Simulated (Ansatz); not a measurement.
# Calculations on SnH5OCl

**1. Relaxation**

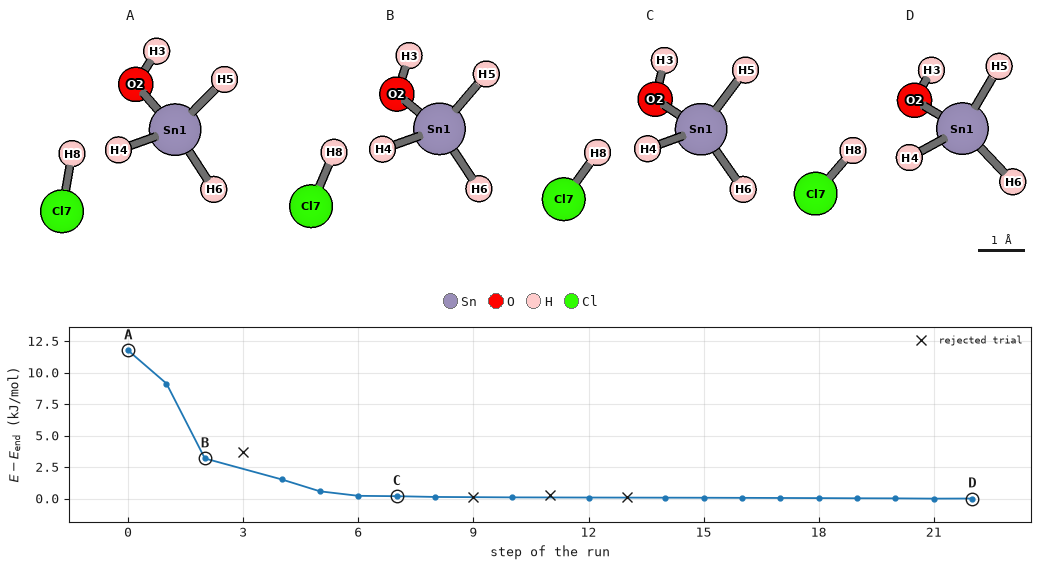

Frames of a relaxation of SnH5OCl, marked on the history of the run. A ball-and-stick model, seen from a free direction.

The run prepares an end point of a later path (reaction) calculation, from a guessed geometry.

All numbers below come from RHF/def2-SVP in Ansatz 0.2.0. Set-up: no spin polarisation; force threshold 0.03 eV/Å; at most 50 steps.

What happens along the run?

The largest move after the best rigid fit is that of Cl7, 0.87 Å. By element the largest moves are Cl 0.87 Å, H 0.51 Å, O 0.35 Å, Sn 0.21 Å. Among the contacts that change: Cl7–H8 1.323 → 1.291 Å, Sn1–O2 1.972 → 1.992 Å, Sn1–H5 1.714 → 1.708 Å. The energy falls by 11.8 kJ/mol in 18 accepted moves (22 points after the start). The largest force component goes from 0.97 to 0.029 eV/Å. The line search rejected the trial steps at points 3, 9, 11, 13 of the run. The forces were under the threshold at step 10, but the run went on from there. From step 0 to 2: Cl7 moves most (0.38 Å), energy −8.58 kJ/mol. From step 2 to 7: Cl7 moves most (0.33 Å), energy −3.00 kJ/mol. From step 7 to 22: H3 moves most (0.35 Å), energy −0.18 kJ/mol.

```json
{"step": "0", "E − E(0), kJ/mol": "0.00", "largest force component, eV/Å": "0.9652", "note": ""}
{"step": "1", "E − E(0), kJ/mol": "-2.63", "largest force component, eV/Å": "1.1848", "note": ""}
{"step": "2", "E − E(0), kJ/mol": "-8.58", "largest force component, eV/Å": "0.2200", "note": ""}
{"step": "3", "E − E(0), kJ/mol": "-8.08", "largest force component, eV/Å": "0.6884", "note": "rejected"}
{"step": "4", "E − E(0), kJ/mol": "-10.24", "largest force component, eV/Å": "0.3763", "note": ""}
{"step": "5", "E − E(0), kJ/mol": "-11.18", "largest force component, eV/Å": "0.1031", "note": ""}
{"step": "6", "E − E(0), kJ/mol": "-11.54", "largest force component, eV/Å": "0.0356", "note": ""}
{"step": "7", "E − E(0), kJ/mol": "-11.57", "largest force component, eV/Å": "0.0344", "note": ""}
{"step": "8", "E − E(0), kJ/mol": "-11.63", "largest force component, eV/Å": "0.0433", "note": ""}
{"step": "9", "E − E(0), kJ/mol": "-11.62", "largest force component, eV/Å": "0.1362", "note": "rejected"}
{"step": "10", "E − E(0), kJ/mol": "-11.67", "largest force component, eV/Å": "0.0069", "note": ""}
{"step": "11", "E − E(0), kJ/mol": "-11.49", "largest force component, eV/Å": "0.3297", "note": "rejected"}
{"step": "12", "E − E(0), kJ/mol": "-11.68", "largest force component, eV/Å": "0.0267", "note": ""}
{"step": "13", "E − E(0), kJ/mol": "-11.64", "largest force component, eV/Å": "0.1108", "note": "rejected"}
{"step": "14", "E − E(0), kJ/mol": "-11.69", "largest force component, eV/Å": "0.0369", "note": ""}
{"step": "15", "E − E(0), kJ/mol": "-11.69", "largest force component, eV/Å": "0.0496", "note": ""}
{"step": "16", "E − E(0), kJ/mol": "-11.70", "largest force component, eV/Å": "0.0463", "note": ""}
{"step": "17", "E − E(0), kJ/mol": "-11.71", "largest force component, eV/Å": "0.0476", "note": ""}
{"step": "18", "E − E(0), kJ/mol": "-11.72", "largest force component, eV/Å": "0.0524", "note": ""}
{"step": "19", "E − E(0), kJ/mol": "-11.74", "largest force component, eV/Å": "0.0856", "note": ""}
{"step": "20", "E − E(0), kJ/mol": "-11.74", "largest force component, eV/Å": "0.0757", "note": ""}
{"step": "21", "E − E(0), kJ/mol": "-11.76", "largest force component, eV/Å": "0.0249", "note": ""}
{"step": "22", "E − E(0), kJ/mol": "-11.76", "largest force component, eV/Å": "0.0292", "note": ""}
```

Limits of the set-up: the start holds two separate molecules, 2.2 Å apart at their closest, whose relative position is a soft coordinate and is computed without a dispersion correction; Hartree-Fock leaves out electron correlation.

**2. Relaxation**

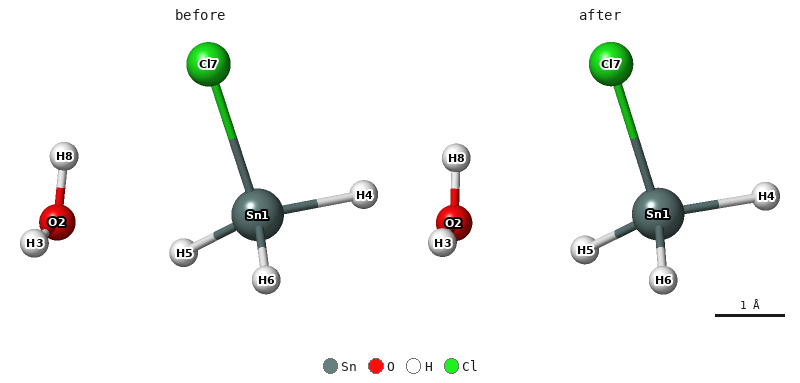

The structure of SnH$_{5}$OCl before (left) and after (right) a relaxation, at one scale.

A ball-and-stick model, seen at a tilt.

The run prepares an end point of a later path (reaction) calculation, from a guessed geometry.

These are results of RHF/def2-SVP (Ansatz), not measurements.

The input:
```yaml
crystal:
  periodic: [false, false, false]
  atoms:
    - { symbol: Sn, position_ang: [0.444431, -0.246539, -0.481607] }
    - { symbol: O, position_ang: [-0.590805, -0.247493, 2.504811] }
    - { symbol: H, position_ang: [-1.305399, -0.696471, 2.934051] }
    - { symbol: H, position_ang: [1.206421, -0.333491, -2.007899] }
    - { symbol: H, position_ang: [0.434419, 1.34083, 0.104856] }
    - { symbol: H, position_ang: [-1.05329, -1.040488, -0.517187] }
    - { symbol: Cl, position_ang: [1.905776, -1.541429, 0.920331] }
    - { symbol: H, position_ang: [0.199547, -0.77942, 2.686545] }
basis:
  gaussian: { orbitals: def2-SVP }
hamiltonian:
  xc: hf
relax:
  f_tol: 0.03
  max_steps: 50
```

Launched with:
```bash
ansatz run input.yaml --threads 1 --pin off --max-ram 2048MiB --backend cpu --events-out ev --progress --plain --runs-dir out
```

Describe what moved and what it gained.

Over 3 accepted moves (5 points after the start) the energy falls by 2.05 kJ/mol. The largest force component goes from 1 to 0.014 eV/Å. The line search rejected the trial steps at points 1, 3 of the run. The largest move after the best rigid fit is that of H3, 0.13 Å. By element the largest moves are H 0.13 Å, O 0.05 Å, Cl 0.04 Å, Sn 0.01 Å. Among the contacts that change: Sn1–O2 3.161 → 3.220 Å, O2–H8 0.970 → 0.947 Å, Sn1–Cl7 2.404 → 2.385 Å.

Limits of the set-up: the start holds two separate molecules, 2.6 Å apart at their closest, whose relative position is a soft coordinate and is computed without a dispersion correction; Hartree-Fock leaves out electron correlation.

**3. Path**

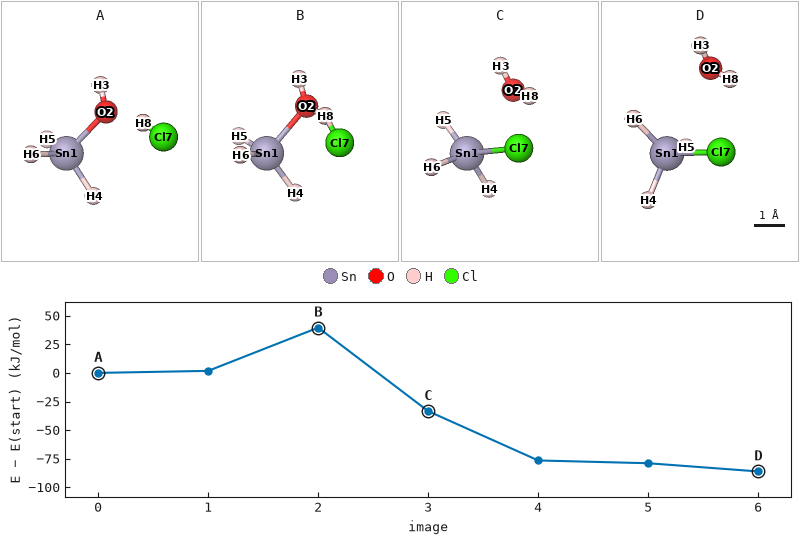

NEB run on SnH5OCl. Images are numbered from 0 (start) to 6 (end). Frames A to D are images 0, 2, 3, 6. A ball-and-stick model, seen from a free direction.

These are results of Ansatz 0.2.0, RHF/def2-SVP, not measurements. Settings: 5 movable images; climbing image; force threshold 0.05 eV/Å; iteration limit 60; starting path through a guess of the saddle point.

Read off the barrier and say what moves.

Breaking: Cl7–H8 (1.29 → 1.59 at the top → 2.70 Å), Sn1–O2 (1.99 → 2.08 at the top → 3.22 Å). Forming: O2–H8 (1.88 → 1.15 at the top → 0.95 Å), Sn1–Cl7 (4.37 → 3.36 at the top → 2.39 Å). The energy climbs by 39.6 kJ/mol to image 2 and then falls by 125.7 kJ/mol, so the end point sits at −86.1 kJ/mol. The band converged in 33 iterations. The largest component of the band force went from 4.1 to 0.029 eV/Å. The climbing image converged on the top of the path. Its vibrational analysis gives one imaginary mode (796i cm⁻¹), as a transition state must have.

Limits of the set-up: Hartree-Fock leaves out electron correlation.

Cost: 5 min on 1 thread of AMD EPYC 7R43 64-Core Processor (Zen 3) (shared host), peak memory 0.17 GiB.
